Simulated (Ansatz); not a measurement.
Geometry relaxation, with input and output: Li16Si (part 3 of 3)

Li16Si (slab, 17 atoms in the cell); DFT PBE, scalar-relativistic, plane waves, PAW, no spin polarisation (Ansatz 0.2.0); cutoff 420 eV, 3×3×1 k-mesh, Gaussian smearing of 0.05 eV. The input holds or restrains some coordinates. It belongs to a series of runs on one base structure; here: end point A relaxed.

Geometry of the input (Å; fractional positions):
```
6.9800  0.0000  0.0000
3.4900  4.9356  0.0000
0.0000  0.0000  19.4034
Li -0.2500  0.5000  0.0515
Li 0.2500  0.5000  0.0515
Li -0.2500  1.0000  0.0515
Li 0.2500  1.0000  0.0515
Li 0.0000  0.0000  0.1787
Li 0.5000  0.0000  0.1787
Li 0.0000  0.5000  0.1787
Li 0.5000  0.5000  0.1787
Li -0.2500  0.5000  0.3059
Li 0.2500  0.5000  0.3059
Li -0.2500  1.0000  0.3059
Li 0.2500  1.0000  0.3059
Li 0.0000  0.0000  0.4331
Li 0.5000  0.0000  0.4331
Li 0.0000  0.5000  0.4331
Li 0.5000  0.5000  0.4331
Si 0.4975  0.7665  0.5362
```

## Output, continued
```
  k-point 2: bands = ["-48.4345", "-47.5975", "-47.5539", "-47.5286", "-47.4825", "-47.4772", "-47.4750", "-47.4657", "-47.0303", "-47.0224", "-47.0088", "-46.9697", "-46.9408", "-46.8969", "-46.8840", "-46.8730", "-7.5310", "-3.3997", "-2.9872", "-2.5553", "-2.0777", "-2.0325", "-1.6052", "-1.1390", "-0.7987", "-0.6026", "-0.3756", "-0.1112", "-0.0405", "0.0900", "0.4217", "0.5777", "0.9589", "1.1836", "1.5495", "1.9486", "2.1850", "2.2289", "2.5464", "2.7935", "2.9045", "3.0023", "3.2345"]
  k-point 4: bands = ["-48.4345", "-47.5974", "-47.5539", "-47.5287", "-47.4806", "-47.4778", "-47.4757", "-47.4663", "-47.0292", "-47.0235", "-47.0086", "-46.9699", "-46.9407", "-46.8967", "-46.8842", "-46.8731", "-7.4992", "-3.0294", "-2.9226", "-2.6814", "-2.3779", "-2.1810", "-2.0140", "-1.2273", "-0.9931", "-0.6929", "-0.4199", "0.0993", "0.2483", "0.4615", "0.5704", "0.5971", "1.0799", "1.2383", "1.3993", "1.4743", "1.6942", "2.0400", "2.6164", "2.8531", "2.9924", "3.1087", "3.2394"]
--- Relaxed structure (33 steps of the walk, 33 accepted, 0 SCFs on fresh bases) ---
  F+E_penalty+E_count = -3909.10217793 eV   max|allowed force component| = 1.218e-2 eV/Å
  atoms:
    - { symbol: Li, position: [-0.24999999999999994, 0.4999999999999999, 0.0515373] }
    - { symbol: Li, position: [0.25000000000000006, 0.4999999999999999, 0.0515373] }
    - { symbol: Li, position: [-0.2499999999999999, 0.9999999999999998, 0.0515373] }
    - { symbol: Li, position: [0.2500000000000001, 0.9999999999999998, 0.0515373] }
    - { symbol: Li, position: [0.0013930498710390295, -0.05077432604790684, 0.17475472645619614] }
    - { symbol: Li, position: [0.576979894273962, -0.09587579662368634, 0.16943804320542183] }
    - { symbol: Li, position: [0.08293312562981398, 0.3747446333113573, 0.17220553003900954] }
    - { symbol: Li, position: [0.49896017121757064, 0.47071613299531134, 0.16826809515557525] }
    - { symbol: Li, position: [-0.22957304288779698, 0.4816949766607384, 0.2847708999948797] }
    - { symbol: Li, position: [0.18435197459453717, 0.5645238975610808, 0.2997070601110869] }
    - { symbol: Li, position: [-0.33457236307142646, 1.1037809209080252, 0.29734746574383203] }
    - { symbol: Li, position: [0.2949836976617207, 0.9551433750581899, 0.29654762249980215] }
    - { symbol: Li, position: [-0.02504405176276295, 0.03540273935767199, 0.41067258010087493] }
    - { symbol: Li, position: [0.3832510265588203, 0.1826456173763816, 0.4211853055574223] }
    - { symbol: Li, position: [-0.18205956026748032, 0.622265566053297, 0.4128397350799227] }
    - { symbol: Li, position: [0.46241812985864594, 0.599533123960371, 0.5136865615364093] }
    - { symbol: Si, position: [0.49014791855256495, 0.5366321497672638, 0.3887302279450135] }
```

## Trajectory as extended XYZ (Å, eV, eV/Å), 6 of the 33 frames kept, from step=1 to step=33
```
17
Lattice="6.9800 0.0000 0.0000 3.4900 4.9356 0.0000 0.0000 0.0000 19.4034" Properties=species:S:1:pos:R:3:forces:R:3 step=1 energy=-3906.42396
Li    0.0000    2.4678    1.0000   -0.0073  -0.0012   0.0759
Li    3.4900    2.4678    1.0000    0.0215  -0.0096   0.1142
Li    1.7450    4.9356    1.0000   -0.0214   0.0072   0.1183
Li    5.2350    4.9356    1.0000    0.0062   0.0036   0.0788
Li    0.0000    0.0000    3.4678   -0.0085  -0.0371  -0.0355
Li    3.4900    0.0000    3.4678   -0.0069   0.0150  -0.0559
Li    1.7450    2.4678    3.4678    0.0072   0.0322  -0.0383
Li    5.2350    2.4678    3.4678    0.0107  -0.0097  -0.0527
Li    0.0000    2.4678    5.9356    0.0029   0.0198   0.0451
Li    3.4900    2.4678    5.9356    0.0110  -0.0016  -0.0245
Li    1.7450    4.9356    5.9356   -0.0078   0.0012  -0.0215
Li    5.2350    4.9356    5.9356   -0.0037  -0.0194   0.0548
Li    0.0000    0.0000    8.4034    0.2153   0.0201   0.3321
Li    3.4900    0.0000    8.4034    0.0649   0.0676  -0.2623
Li    1.7450    2.4678    8.4034   -0.2084  -0.0214   0.3493
Li    5.2350    2.4678    8.4034   -0.0029   0.0262  -0.0205
Si    6.1473    3.7831   10.4034   -0.0727  -0.0928  -0.6574
17
Lattice="6.9800 0.0000 0.0000 3.4900 4.9356 0.0000 0.0000 0.0000 19.4034" Properties=species:S:1:pos:R:3:forces:R:3 step=7 energy=-3907.43384
Li    0.0000    2.4678    1.0000   -0.0187   0.0232   0.0544
Li    3.4900    2.4678    1.0000    0.0334  -0.0217   0.0963
Li    1.7450    4.9356    1.0000   -0.0394   0.0281   0.0965
Li    5.2350    4.9356    1.0000    0.0305  -0.0297   0.0383
Li    0.0570   -0.0159    3.3487    0.0116   0.0024  -0.0231
Li    3.4310    0.0037    3.4880   -0.0137   0.0043   0.0193
Li    1.7023    2.4991    3.4024   -0.0048   0.0052  -0.0069
Li    5.2767    2.4615    3.4636   -0.0016  -0.0120  -0.0027
Li    0.0607    2.5949    6.1086   -0.0054   0.0282   0.0319
Li    3.3941    2.4407    5.7845   -0.0052   0.0141  -0.0452
Li    1.9224    4.9679    5.7018    0.0420   0.0171  -0.0471
Li    5.0698    4.8188    6.0356   -0.0258  -0.0253   0.0203
Li    0.2830   -0.1559    8.7221   -0.0168  -0.0069  -0.0323
Li    3.6187    0.2994    7.6405   -0.0572  -0.0856  -0.0856
Li    1.4334    2.5723    8.8339    0.0160  -0.0315  -0.0217
Li    5.1611    2.1090    8.0322    0.0417   0.0108   0.1076
Si    6.1390    3.8663    9.2447    0.0136   0.0793  -0.1999
17
Lattice="6.9800 0.0000 0.0000 3.4900 4.9356 0.0000 0.0000 0.0000 19.4034" Properties=species:S:1:pos:R:3:forces:R:3 step=14 energy=-3908.33041
Li    0.0000    2.4678    1.0000   -0.0231   0.0130   0.0650
Li    3.4900    2.4678    1.0000   -0.0059  -0.0121   0.0627
Li    1.7450    4.9356    1.0000   -0.0304   0.0326   0.0983
Li    5.2350    4.9356    1.0000    0.1107  -0.0348  -0.1348
Li    0.1500    0.0009    3.0975    0.0226   0.0064  -0.0511
Li    3.3621    0.0268    3.5213    0.0004  -0.0015  -0.0315
Li    1.6606    2.5000    3.4813    0.0028  -0.0155   0.0232
Li    5.1882    2.4296    3.3775   -0.0142   0.0122  -0.0142
Li   -0.3123    2.6019    6.1970   -0.0175  -0.0094  -0.0306
Li    3.6014    2.6364    5.8501    0.0767   0.0373   0.0847
Li    2.2638    5.0318    5.1890    0.0239  -0.0137  -0.0661
Li    5.1505    5.1009    5.9677    0.0361   0.0763  -0.0112
Li    0.0299   -0.3332    8.2877   -0.0334   0.0013  -0.0598
Li    4.1691    0.2456    7.0563    0.0167  -0.1199   0.1063
Li    1.2864    2.3455    8.5240   -0.0555  -0.0419  -0.0308
Li    4.8309    1.8625    9.0733   -0.0426   0.0668   0.0672
Si    5.9809    4.0092    8.3398   -0.0669   0.0029  -0.0773
17
Lattice="6.9800 0.0000 0.0000 3.4900 4.9356 0.0000 0.0000 0.0000 19.4034" Properties=species:S:1:pos:R:3:forces:R:3 step=20 energy=-3908.75441
Li    0.0000    2.4678    1.0000   -0.0119   0.0062   0.0675
Li    3.4900    2.4678    1.0000   -0.0077   0.0002  -0.0367
Li    1.7450    4.9356    1.0000    0.0133   0.0112  -0.0001
Li    5.2350    4.9356    1.0000    0.0401  -0.0052  -0.1037
Li    0.1460    0.1663    3.1876   -0.0205  -0.0128   0.0271
Li    3.5069   -0.2043    3.2611    0.0162  -0.0021   0.0068
Li    1.9947    2.4339    3.4610   -0.0016   0.0048  -0.0031
Li    5.1187    2.4137    3.3035    0.0139   0.0030  -0.0083
Li   -0.0148    2.6686    5.6298    0.0062  -0.0032   0.0174
Li    3.6836    2.6556    6.0312   -0.0905  -0.0231  -0.0740
Li    1.9572    5.0695    5.4157   -0.0398   0.0992   0.0624
Li    5.2467    5.0454    5.7002    0.0207  -0.0633  -0.0114
Li   -0.0425   -0.1424    8.0492    0.0035   0.0253   0.0104
Li    3.7371    0.2713    7.6567   -0.0797   0.0248   0.0537
Li    1.1392    2.4837    8.1439    0.0167   0.0315  -0.0091
Li    4.3336    2.1434    9.6425    0.0787   0.0975   0.0107
Si    5.5693    3.1973    7.7575    0.0422  -0.1955  -0.0063
17
Lattice="6.9800 0.0000 0.0000 3.4900 4.9356 0.0000 0.0000 0.0000 19.4034" Properties=species:S:1:pos:R:3:forces:R:3 step=27 energy=-3909.09077
Li    0.0000    2.4678    1.0000   -0.0203  -0.0107   0.0673
Li    3.4900    2.4678    1.0000    0.0111   0.0113  -0.0119
Li    1.7450    4.9356    1.0000    0.0080   0.0236  -0.0886
Li    5.2350    4.9356    1.0000    0.0035  -0.0298   0.0387
Li   -0.1807   -0.2623    3.3565   -0.0086   0.0018  -0.0071
Li    3.6801   -0.3535    3.3038    0.0065   0.0025  -0.0029
Li    1.8170    1.9128    3.3251   -0.0055  -0.0077   0.0040
Li    5.1759    2.3735    3.2770    0.0001   0.0033  -0.0031
Li    0.1328    2.6178    5.5731   -0.0092  -0.0017   0.0017
Li    3.2613    2.7153    5.8181    0.0018   0.0085   0.0083
Li    1.6789    5.5334    5.7638    0.0056  -0.0100  -0.0061
Li    5.2525    4.7804    5.6774    0.0121  -0.0081  -0.0028
Li   -0.0609   -0.0283    8.0112    0.0032   0.0122  -0.0087
Li    3.3148    0.5705    8.0092   -0.0011  -0.0080   0.0140
Li    0.9438    2.7810    8.1664   -0.0005   0.0004  -0.0032
Li    5.0981    2.6112    9.9668    0.0123   0.0115   0.0180
Si    5.3079    2.7380    7.5445   -0.0188   0.0009  -0.0175
17
Lattice="6.9800 0.0000 0.0000 3.4900 4.9356 0.0000 0.0000 0.0000 19.4034" Properties=species:S:1:pos:R:3:forces:R:3 step=33 energy=-3909.10218
Li    0.0000    2.4678    1.0000   -0.0181  -0.0254   0.0729
Li    3.4900    2.4678    1.0000   -0.0013   0.0146  -0.0345
Li    1.7450    4.9356    1.0000    0.0109   0.0313  -0.0778
Li    5.2350    4.9356    1.0000    0.0099  -0.0361   0.0397
Li   -0.1675   -0.2506    3.3908   -0.0013  -0.0020  -0.0064
Li    3.6927   -0.4732    3.2877    0.0060  -0.0012   0.0012
Li    1.8867    1.8496    3.3414   -0.0067  -0.0029   0.0043
Li    5.1255    2.3233    3.2650    0.0046  -0.0013   0.0038
Li    0.0787    2.3775    5.5255    0.0038   0.0073   0.0033
Li    3.2570    2.7863    5.8153   -0.0031   0.0033   0.0062
Li    1.5169    5.4478    5.7696    0.0037   0.0015  -0.0049
Li    5.3924    4.7142    5.7540    0.0025  -0.0038  -0.0018
Li   -0.0513    0.1747    7.9684   -0.0001  -0.0017  -0.0058
Li    3.3125    0.9015    8.1724   -0.0083  -0.0020   0.0015
Li    0.9009    3.0713    8.0105   -0.0094   0.0060   0.0004
Li    5.3200    2.9591    9.9673   -0.0017   0.0001  -0.0122
Si    5.2941    2.6486    7.5427    0.0085   0.0121   0.0102
```

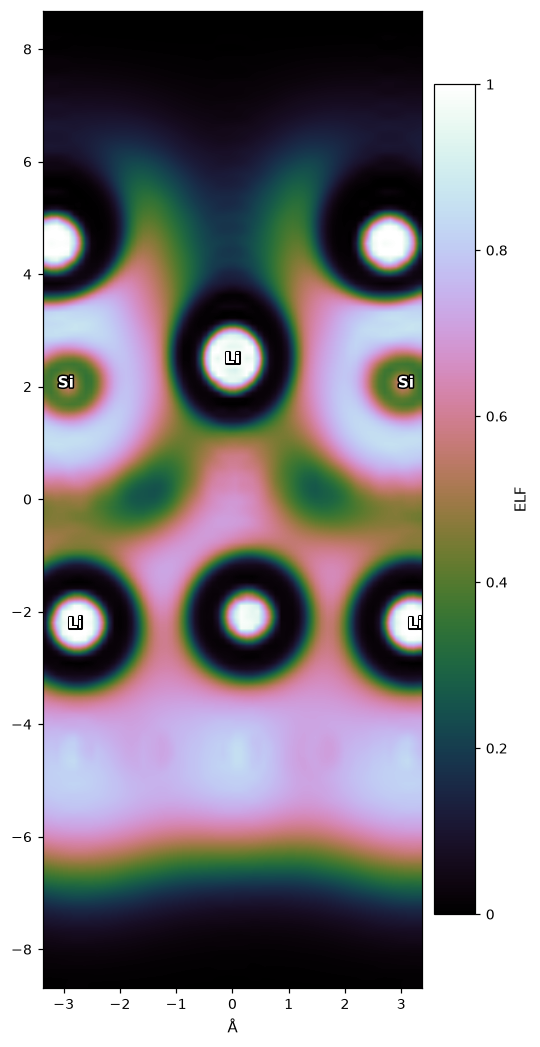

Figure 1. ELF on the (110) plane of the calculation cell, a cut from vacuum to vacuum. The section cuts through Li and Si sites. The strong features right at Li lie inside the PAW spheres (semicore, d or f shells) and say nothing about bonding. Core electrons are frozen (PAW), so the fields are smoothed inside the atomic spheres.

## Summary

| quantity | value |
| --- | --- |
| outcome | converged under the restraints of the input |
| electrons treated | 52 |
| free energy | −3909.1022 eV |
| Fermi energy | −0.513 eV |
| final volume | 668.46 Å³ |
| largest force (length of the vector) at the end, held atoms and coordinates included | 0.085 eV/Å |
| hardware | 1 thread of Intel Xeon (Granite Rapids), 16 GiB of memory available, shared host |
| wall time | 3.1 min |
| peak memory | 0.86 GiB |

## Notes

Warnings of the run: the exchange-correlation potential is rough where the density is thin.
